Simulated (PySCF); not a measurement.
## Electronic structure of C$_{3}$H$_{9}$AlF$_{3}$N (SMILES [CH3][Al-]([CH3])([NH3+])[C](F)(F)F) in real space

```xyz
17

C    -0.5558    2.1116   -0.1566
Al    0.2635    0.3395    0.1858
C     2.0655   -0.3294    0.6669
N    -0.1813   -0.6897   -1.5614
C    -1.1650   -0.9052    1.0913
F    -2.3460   -0.7544    0.3886
F    -1.5353   -0.9268    2.3869
F    -0.8094   -2.2104    0.8037
H    -1.6505    2.0593   -0.1872
H    -0.2379    2.5821   -1.0931
H    -0.3119    2.8302    0.6317
H     2.0808   -1.4157    0.8121
H     2.4089    0.1024    1.6126
H     2.8475   -0.0981   -0.0628
H     0.2997   -0.4111   -2.4124
H    -1.1847   -0.5932   -1.7175
H     0.0048   -1.6791   -1.3985
```

Geometry: GFN2-xTB.

These are results of PBE0/pcSseg-1, SCF density, gas phase, non-relativistic in PySCF 2.14.0, not measurements.

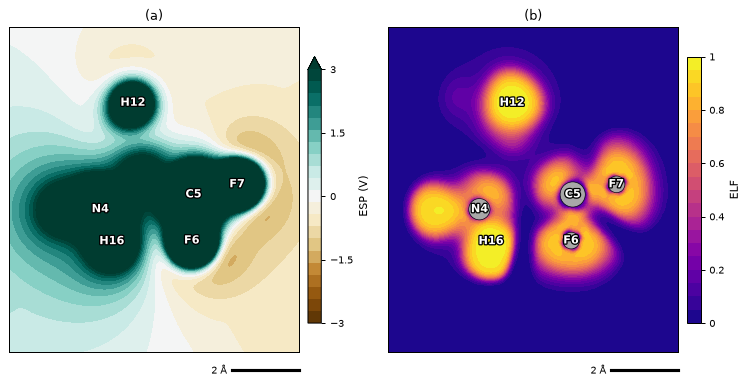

Figure 1. (a) electrostatic potential; (b) ELF on the plane of atoms F6, C5 and F7. Grey discs cover the atomic cores in the ELF map.

Question: Describe what can be read from this map.

Answer:
- The section cuts through N, C, F and H sites.
- C–F (1.35 Å): the ELF peaks at about 0.85 between the atoms (a polar covalent bond).
- N–H (1.02 Å): the ELF climbs to about 1 towards the hydrogen, as it does in any bond to H (a covalent bond by its length).
- The ELF also peaks beside F6 and F7, away from the bonds: lone-pair regions.
- Outside the dense part of the molecule the potential is most negative (−1.3 V) near F6.

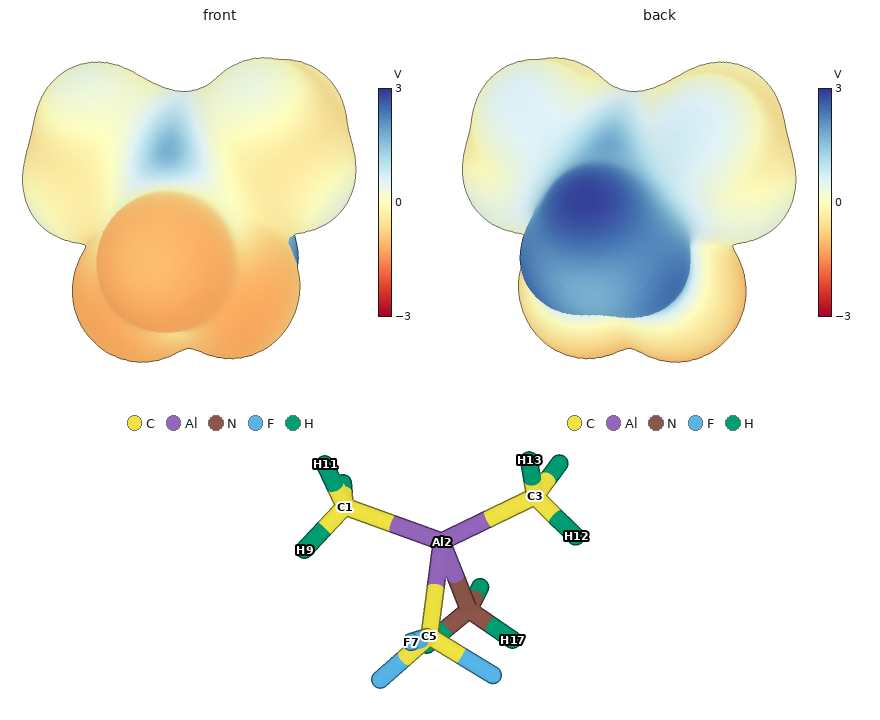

Figure 2. The electrostatic potential painted on the density surface at 0.002 e/bohr³, seen from the front and from behind; red is negative and blue positive. The bare structure is drawn below in the same view.

Question: Describe the electrostatic potential map.

Answer: The most negative region (about −1.2 V) lies over F6, F7 and F8, the most positive (about +2.8 V) over H15.
